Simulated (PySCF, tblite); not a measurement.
# C6H11NOSi: geometry, infrared bands and NMR shifts

Aim: predict the infrared bands and NMR shifts of C6H11NOSi (`C=CCC(=O)C(=C)[SiH2]N`).

The runs use tblite 0.8.0 and PySCF 2.14.0, with density-fitted response routines of our own; the level of theory stands in each step. All values are computed, except where a source is named. Atoms are numbered from 0 throughout.

## (1) The molecule as given

20 atoms, charge 0, multiplicity 1; geometry from: force field or distance geometry start.

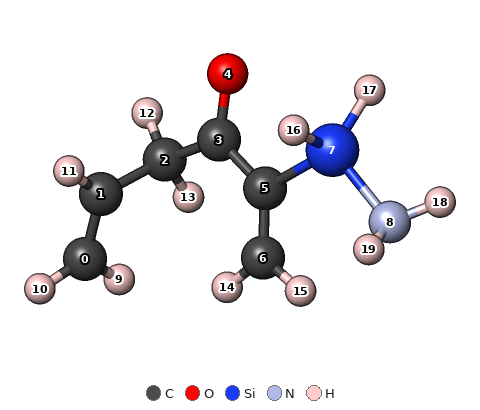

The starting geometry (carbon dark grey, oxygen red, silicon blue, nitrogen light blue, hydrogen pink), atoms numbered.

## (2) Relaxing the molecule with GFN2-xTB

What the job is given:

```
{"job": {"kind": "relax", "xc": "GFN2-xTB", "basis": "xTB"}, "charge": 0, "multiplicity": 1}
C     -3.150000     0.783500    -0.484900
C     -2.282800     0.236800    -1.356700
C     -1.590500    -1.018900    -0.905900
C     -0.132900    -0.934500    -0.899500
O      0.485800    -1.615900    -1.781700
C      0.661300    -0.176900     0.050200
C      0.177500     0.574900     1.017800
Si     2.526900    -0.253300    -0.119600
N      3.160500     0.489700     1.380000
H     -3.278900     0.249100     0.451300
H     -3.710800     1.687900    -0.708100
H     -2.120000     0.714700    -2.295700
H     -1.950600    -1.875500    -1.536400
H     -1.932900    -1.251400     0.131600
H     -0.875600     0.716900     1.240200
H      0.865300     1.123700     1.701400
H      2.854500     0.619700    -1.244000
H      3.014500    -1.607000    -0.328000
H      4.062100     0.035800     1.616600
H      3.211400     1.511400     1.249200
```

Started as:

```
$ OMP_NUM_THREADS=1 python probes_run.py task.json out
```

This one command runs all jobs of the session in turn.

Standard output:

```text
step      E/eV     max force
  0    -737.02640    4.623
  1    -737.22631    4.311
  2    -737.38061    0.645
  3    -737.41944    0.536
  4    -737.48536    0.726
  5    -737.51620    0.438
  6    -737.54251    0.392
  7    -737.55782    0.391
  8    -737.57506    0.494
  9    -737.59282    0.347
 10    -737.60881    0.283
 11    -737.62012    0.254
 12    -737.63135    0.369
 13    -737.64256    0.336
 14    -737.65035    0.198
 15    -737.65477    0.142
 16    -737.65727    0.109
 17    -737.65913    0.116
 18    -737.66109    0.124
 19    -737.66303    0.124
 20    -737.66501    0.117
 21    -737.66713    0.107
 22    -737.66936    0.164
 23    -737.67167    0.168
 24    -737.67410    0.115
 25    -737.67646    0.118
 26    -737.67866    0.106
 27    -737.68062    0.143
 28    -737.68241    0.130
 29    -737.68418    0.119
 30    -737.68595    0.111
 31    -737.68743    0.106
 32    -737.68841    0.069
 33    -737.68905    0.056
 34    -737.68959    0.065
 35    -737.69021    0.062
 36    -737.69085    0.064
 37    -737.69173    0.072
 38    -737.69278    0.081
 39    -737.69386    0.080
 40    -737.69473    0.075
 41    -737.69535    0.058
 42    -737.69594    0.051
 43    -737.69660    0.064
 44    -737.69726    0.062
 45    -737.69775    0.050
 46    -737.69817    0.050
 47    -737.69854    0.053
 48    -737.69887    0.044
 49    -737.69910    0.037
 50    -737.69930    0.033
 51    -737.69949    0.040
 52    -737.69966    0.037
 53    -737.69979    0.030
 54    -737.69990    0.028
 55    -737.70002    0.030
 56    -737.70015    0.029
 57    -737.70026    0.024
 58    -737.70034    0.023
 59    -737.70042    0.028
 60    -737.70051    0.032
 61    -737.70060    0.022
 62    -737.70065    0.021
 63    -737.70069    0.016
 64    -737.70072    0.017
 65    -737.70075    0.012
 66    -737.70078    0.013
 67    -737.70080    0.012
 68    -737.70083    0.014
 69    -737.70086    0.012
 70    -737.70088    0.010
 71    -737.70089    0.010
```

Wall time 0.99 s (1 thread of Arm Neoverse N1, shared host); peak memory 0.18 GiB.

Relaxation path: (not every step is listed)

| step | energy from step 0 (eV) | largest force (eV/Å) |
| --- | --- | --- |
| 0 | 0.0000 | 4.6233 |
| 1 | -0.1999 | 4.3107 |
| 2 | -0.3542 | 0.6451 |
| 3 | -0.3930 | 0.5358 |
| 4 | -0.4590 | 0.7264 |
| 5 | -0.4898 | 0.4377 |
| 6 | -0.5161 | 0.3916 |
| 7 | -0.5314 | 0.3911 |
| 8 | -0.5487 | 0.4937 |
| 13 | -0.6162 | 0.3359 |
| 18 | -0.6347 | 0.1237 |
| 23 | -0.6453 | 0.1678 |
| 28 | -0.6560 | 0.1301 |
| 33 | -0.6626 | 0.0560 |
| 38 | -0.6664 | 0.0806 |
| 43 | -0.6702 | 0.0638 |
| 48 | -0.6725 | 0.0443 |
| 53 | -0.6734 | 0.0305 |
| 58 | -0.6739 | 0.0228 |
| 63 | -0.6743 | 0.0163 |
| 66 | -0.6744 | 0.0130 |
| 67 | -0.6744 | 0.0117 |
| 68 | -0.6744 | 0.0139 |
| 69 | -0.6745 | 0.0117 |
| 70 | -0.6745 | 0.0100 |
| 71 | -0.6745 | 0.0098 |

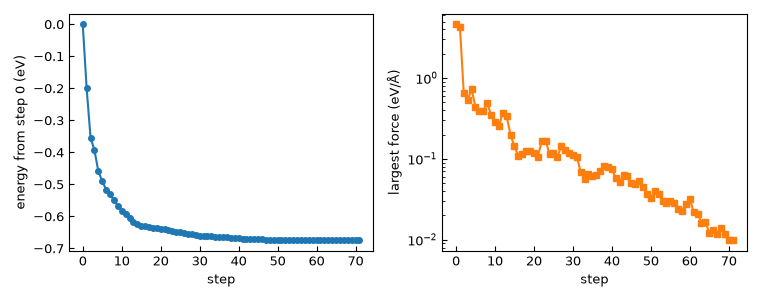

Energy and largest force along the relaxation.

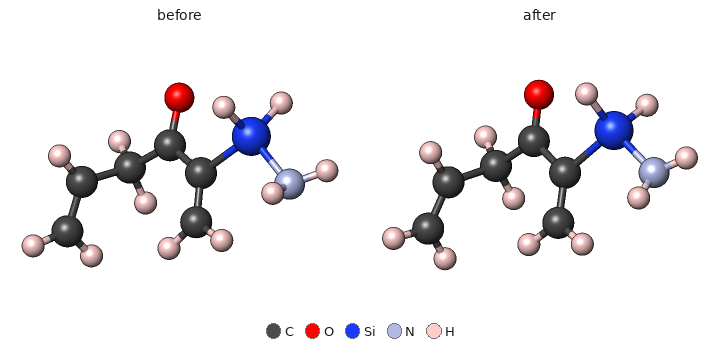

Before and after, at one scale.

Distances of close pairs at the start and the end, largest changes first:

```
  bond  before (Å)  after (Å)  change (Å)
Si7–N8       1.789      1.729      -0.061
 C3–O4       1.275      1.215      -0.060
 C2–C3       1.460      1.519      +0.059
C6–H15       1.114      1.078      -0.037
N8–H18       1.037      1.006      -0.030
C2–H12       1.123      1.094      -0.029
C2–H13       1.117      1.090      -0.027
 C0–C1       1.346      1.320      -0.026
```

The final coordinates are the input of the step that follows.

## (3) Vibrational analysis with GFN2-xTB

What the job is given:

```
{"job": {"kind": "ir", "xc": "GFN2-xTB", "basis": "xTB"}, "charge": 0, "multiplicity": 1}
C     -3.202559     0.811322    -0.507117
C     -2.266637     0.220805    -1.226621
C     -1.557370    -1.039096    -0.830187
C     -0.052126    -0.856626    -0.923847
O      0.578348    -1.313857    -1.856633
C      0.671296    -0.122001     0.119770
C      0.077508     0.566053     1.090247
Si     2.537519    -0.285661    -0.182940
N      3.282403     0.403357     1.216857
H     -3.525415     0.418440     0.444143
H     -3.697256     1.706641    -0.842067
H     -1.968235     0.629571    -2.183128
H     -1.830106    -1.832115    -1.532760
H     -1.840967    -1.338803     0.179227
H     -0.993641     0.648701     1.189744
H      0.659904     1.091466     1.829254
H      2.864737     0.375672    -1.451617
H      2.936635    -1.688746    -0.161622
H      4.274116     0.269649     1.323641
H      3.046698     1.345909     1.483226
```

Standard output:

```text
mode    cm-1     km/mol
  1     -19.6      1.40
  2      43.2      0.77
  3      78.0      2.14
  4      90.2      0.51
  5     136.0     13.05
  6     174.1      1.52
  7     197.6      1.98
  8     210.3     11.97
  9     273.0      1.82
 10     317.1      3.07
 11     376.1      8.09
 12     392.1      4.58
 13     467.2     23.90
 14     539.8     24.07
 15     552.1     63.35
 16     582.4    238.75
 17     630.7     13.83
 18     635.2     18.10
 19     652.3      4.79
 20     720.3    177.28
 21     752.9     23.28
 22     775.9    118.13
 23     831.3    182.83
 24     852.7      3.51
 25     889.8    162.64
 26     894.2     64.66
 27     915.2     14.60
 28     926.7     21.13
 29     971.9     11.14
 30    1023.3     29.99
 31    1043.0      9.99
 32    1102.2     23.10
 33    1166.2     18.75
 34    1243.5     12.88
 35    1262.5    175.34
 36    1290.2     15.99
 37    1410.1      6.68
 38    1413.2      5.66
 39    1449.4      3.15
 40    1534.9     49.45
 41    1666.1     75.53
 42    1693.5    244.63
 43    1715.4     29.30
 44    2212.6    336.10
 45    2296.1    254.21
 46    2960.6     14.97
 47    2993.5     16.64
 48    3062.2     23.62
 49    3084.7     23.67
 50    3092.9     20.52
 51    3108.8     26.86
 52    3127.0     42.28
 53    3478.4      1.72
 54    3513.7      1.44
```

It took 1.4 s on 1 thread of Arm Neoverse N1, shared host; peak memory 0.18 GiB.

The strongest bands and the atoms that carry them (share of the mass-weighted mode):

```
cm⁻¹  km/mol                                  atoms
 582   238.8  H18 15 %, H16 12 %, H14 11 %, N8 11 %
 720   177.3                     H16 51 %, H17 23 %
 831   182.8            H19 36 %, H18 29 %, N8 13 %
 890   162.6                      N8 37 %, Si7 33 %
1262   175.3                       C3 45 %, C5 30 %
1694   244.6     C3 43 %, O4 28 %, C1 12 %, C0 11 %
2213   336.1                               H16 96 %
2296   254.2                               H17 96 %
```

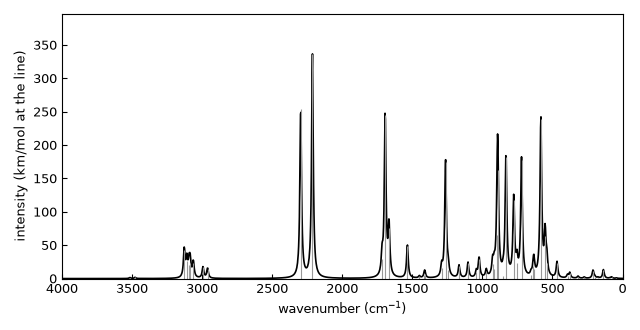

The infrared spectrum from these modes, unscaled. Lines are broadened to a width of 14 cm⁻¹ (Lorentzian).

## (4) NMR shieldings: PBE0/pcSseg-1

Settings changed since step 3:

```diff
@@ -1,2 +1,2 @@
-{"job": {"kind": "ir", "xc": "GFN2-xTB", "basis": "xTB"}, "charge": 0, "multiplicity": 1}
+{"job": {"kind": "nmr", "xc": "PBE0", "basis": "pcSseg-1"}, "charge": 0, "multiplicity": 1}
 C     -3.202559     0.811322    -0.507117
```

With the program's defaults for keys left out, this is: GIAO PBE0/pcSseg-1 NMR shielding, non-relativistic, gas phase.

Standard output:

```text
coarse grid: 17112 points
cycle   1  E = -653.8747490594  dE =  1.166e+00  |g| = 8.736e-01  |ddm| = 4.092e+00
cycle   2  E = -653.4922757197  dE =  3.825e-01  |g| = 1.643e+00  |ddm| = 2.568e+00
cycle   3  E = -654.0185346097  dE = -5.263e-01  |g| = 2.651e-01  |ddm| = 2.040e+00
cycle   4  E = -654.0335009800  dE = -1.497e-02  |g| = 7.008e-02  |ddm| = 2.933e-01
cycle   5  E = -654.0344351657  dE = -9.342e-04  |g| = 2.461e-02  |ddm| = 9.115e-02
cycle   6  E = -654.0345732073  dE = -1.380e-04  |g| = 6.708e-03  |ddm| = 2.785e-02
cycle   7  E = -654.0345822951  dE = -9.088e-06  |g| = 2.793e-03  |ddm| = 6.886e-03
final grid: 160472 points
cycle   8  E = -654.0963526971  dE = -2.717e-05  |g| = 1.553e-02  |ddm| = 4.019e-02
cycle   9  E = -654.0962257122  dE =  1.270e-04  |g| = 2.994e-02  |ddm| = 3.636e-02
cycle  10  E = -654.0964000921  dE = -1.744e-04  |g| = 3.237e-03  |ddm| = 2.624e-02
cycle  11  E = -654.0964022124  dE = -2.120e-06  |g| = 4.926e-04  |ddm| = 3.001e-03
cycle  12  E = -654.0964022575  dE = -4.509e-08  |g| = 2.085e-04  |ddm| = 5.123e-04
cycle  13  E = -654.0964022672  dE = -9.696e-09  |g| = 7.567e-05  |ddm| = 2.584e-04
cycle  14  E = -654.0964022687  dE = -1.472e-09  |g| = 2.199e-05  |ddm| = 1.045e-04
cycle  15  E = -654.0964022688  dE = -1.130e-10  |g| = 3.814e-06  |ddm| = 2.305e-05
converged SCF energy = -654.0964022688

GIAO shielding tensors (ppm)
atom      isotropic    diamagn.    paramagn.     s11        s22        s33       span
  0 C       62.050     254.067    -192.018    -49.031     77.886    157.294    206.326
  1 C       40.668     256.681    -216.013    -83.605     47.044    158.566    242.172
  2 C      134.910     252.320    -117.410    111.545    136.844    156.340     44.795
  3 C      -21.339     252.449    -273.788   -101.369    -64.646    101.997    203.365
  4 O     -338.060     401.446    -739.506   -924.398   -394.102    304.320   1228.718
  5 C       30.704     265.240    -234.537    -61.812     16.234    137.688    199.500
  6 C       38.145     258.758    -220.613    -90.199     35.176    169.457    259.656
  7 Si     397.568     881.297    -483.729    368.405    382.534    441.764     73.359
  8 N      263.426     315.351     -51.925    235.999    259.226    295.053     59.055
  9 H       26.072      31.323      -5.251     22.332     26.178     29.706      7.374
 10 H       26.225      28.566      -2.341     23.416     25.542     29.716      6.300
 11 H       25.444      31.416      -5.972     22.610     25.406     28.316      5.706
 12 H       28.416      30.084      -1.669     25.333     27.537     32.377      7.045
 13 H       27.802      33.474      -5.672     26.743     27.958     28.706      1.963
 14 H       24.306      35.448     -11.142     22.161     24.009     26.748      4.586
 15 H       25.138      33.367      -8.229     21.594     24.020     29.801      8.207
 16 H       26.474      30.385      -3.911     22.288     25.684     31.449      9.161
 17 H       26.912      30.085      -3.173     23.359     26.036     31.343      7.983
 18 H       31.631      27.616       4.016     23.847     27.287     43.760     19.913
 19 H       31.898      31.995      -0.096     24.109     29.223     42.362     18.253
```

Wall time 79 s (1 thread of Arm Neoverse N1, shared host); peak memory 1 GiB.

Shifts follow as δ = σ(reference) − σ, with reference shieldings (ppm) from runs at the same level and on the same kind of geometry: 1H TMS 31.72, 13C TMS 186.9, 29Si TMS 349.2, 15N NH3 267.7, 17O H2O 336.1. The references are single molecules in the gas phase, so shifts against H2O, NH3, PH3, H3PO4 or CFCl3 are not on the usual liquid scales and can be off by tens of ppm. Atoms listed in one row are averaged.

| atoms | environment | σ (ppm) | δ (ppm) | δ scaled to CDCl3 |
| --- | --- | --- | --- | --- |
| C3 | ketone carbonyl carbon | -21.3 | 208.3 | 201.4 |
| C5 | α carbon of a C=C–C=O unit | 30.7 | 156.2 | 150.6 |
| C6 | β carbon of a C=C–C=O unit | 38.1 | 148.8 | 143.3 |
| C1 | alkene CH | 40.7 | 146.3 | 140.8 |
| C0 | terminal =CH2 carbon | 62.0 | 124.9 | 120.0 |
| C2 | sp3 CH2 α to a carbonyl | 134.9 | 52.0 | 48.9 |
| H14 | hydrogen on a β carbon of a C=C–C=O unit | 24.31 | 7.41 | 7.09 |
| H15 | hydrogen on a β carbon of a C=C–C=O unit | 25.14 | 6.58 | 6.31 |
| H11 | hydrogen on an alkene CH | 25.44 | 6.27 | 6.02 |
| H9 | hydrogen on a terminal =CH2 carbon | 26.07 | 5.65 | 5.43 |
| H10 | hydrogen on a terminal =CH2 carbon | 26.22 | 5.49 | 5.28 |
| H16, H17 | hydrogen on a silicon bonded to C, N | 26.69 | 5.02 | – |
| H12, H13 | hydrogen on an sp3 CH2 α to a carbonyl | 28.11 | 3.61 | 3.51 |
| H18, H19 | hydrogen on a nitrogen bonded to Si | 31.76 | -0.05 | – |
| O4 | ketone oxygen | -338.1 | 674.1 | – |
| Si7 | silicon bonded to C, N, 2 H | 397.6 | -48.4 | – |
| N8 | nitrogen bonded to Si, 2 H | 263.4 | 4.3 | – |

The scaled column applies a straight-line fit of computed shieldings to shifts measured in CDCl3 (root-mean-square error 0.16 ppm for H, 1.9 ppm for C).

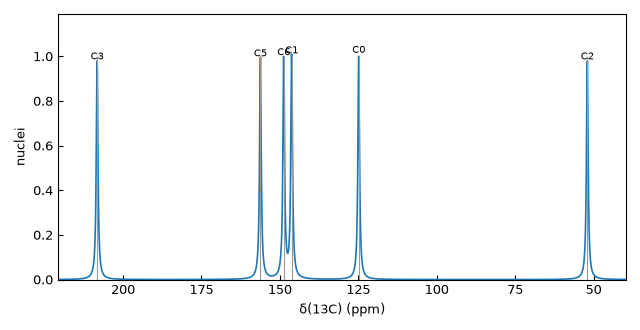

13C lines at the computed shifts, without couplings. Lines are broadened to a width of 0.62 ppm (Lorentzian).

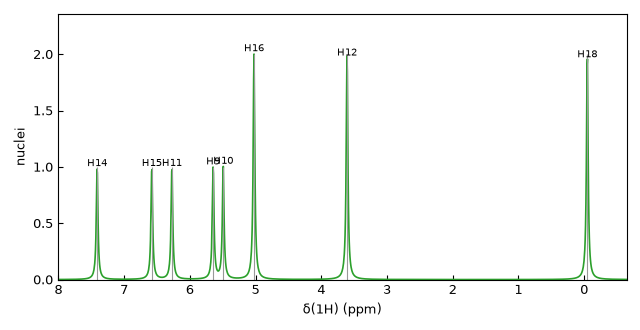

1H lines at the computed shifts, without couplings. Lines are broadened to a width of 0.03 ppm (Lorentzian).

The run also stored atomic charges by several schemes (e):

| atoms | Mulliken | IAO | Hirshfeld | ESP fit |
| --- | --- | --- | --- | --- |
| C0 | -0.15 | -0.32 | -0.10 | -0.55 |
| C1 | -0.23 | -0.12 | -0.03 | -0.01 |
| C2 | -0.16 | -0.32 | -0.08 | -0.25 |
| C3 | 0.28 | 0.38 | 0.16 | 0.50 |
| O4 | -0.37 | -0.41 | -0.21 | -0.48 |
| C5 | -0.59 | -0.32 | -0.10 | -0.17 |
| C6 | -0.03 | -0.24 | -0.06 | -0.35 |
| Si7 | 0.82 | 0.90 | 0.34 | 0.68 |
| N8 | -0.63 | -0.85 | -0.32 | -1.07 |

Hirshfeld charges:

C0 -0.10; C1 -0.03; C2 -0.08; C3 0.16; O4 -0.21; C5 -0.10; C6 -0.06; Si7 0.34; N8 -0.32; H9 0.05; H10 0.05; H11 0.05; H12 0.05; H13 0.05; H14 0.05; H15 0.05; H16 -0.09; H17 -0.08; H18 0.12; H19 0.11

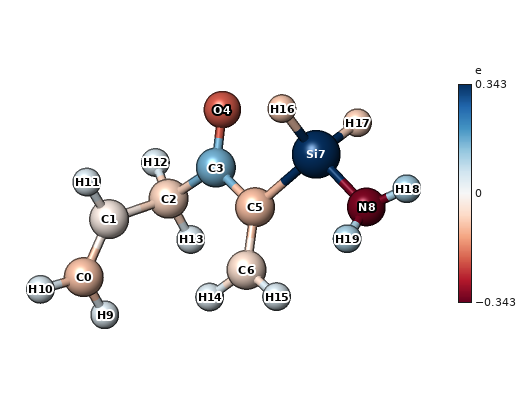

Hirshfeld charges, as colours on the atoms.

Mayer bond orders: C0–C1 1.98, C1–C2 1.02, C2–C3 1.00, C3–O4 1.91, C3–C5 0.99, C5–C6 1.92, C5–Si7 0.81, Si7–N8 1.03.

## (5) Results

```
                                                              quantity                                                value
                             strongest single infrared mode (GFN2-xTB)                                2213 cm⁻¹, 336 km/mol
                                          zero-point energy (GFN2-xTB)                                        95.5 kcal/mol
                                13C shifts against TMS (PBE0/pcSseg-1)          208.3, 156.2, 148.8, 146.3, 124.9, 52.0 ppm
1H shifts against TMS (PBE0/pcSseg-1, means over atoms taken as alike)  7.41, 6.58, 6.27, 5.65, 5.49, 5.02, 3.61, -0.05 ppm
                                17O shifts against H2O (PBE0/pcSseg-1)                                            674.1 ppm
                               29Si shifts against TMS (PBE0/pcSseg-1)                                            -48.4 ppm
                                15N shifts against NH3 (PBE0/pcSseg-1)                                              4.3 ppm
```

**Reading.** The optimisation took 71 steps and gained 0.674 eV; among the close pairs (by a distance rule), Si7–N8 changed most, from 1.789 to 1.729 Å. The lowest mode is slightly imaginary (20i cm⁻¹), a soft motion within the noise of the Hessian, so the minimum is not strictly shown. The strongest single mode, at 2213 cm⁻¹, moves mainly H16. Unscaled tight-binding wavenumbers are off by several per cent, some by more. Its intensities can rank the bands wrongly. The most deshielded carbon is C3 (ketone carbonyl carbon), at 208.3 ppm: the double bond to the heteroatom, with no lone-pair donor beside it, deshields it most. At PBE0/pcSseg-1: The largest span, 1229 ppm, is at O4, where the paramagnetic term is -740 ppm.
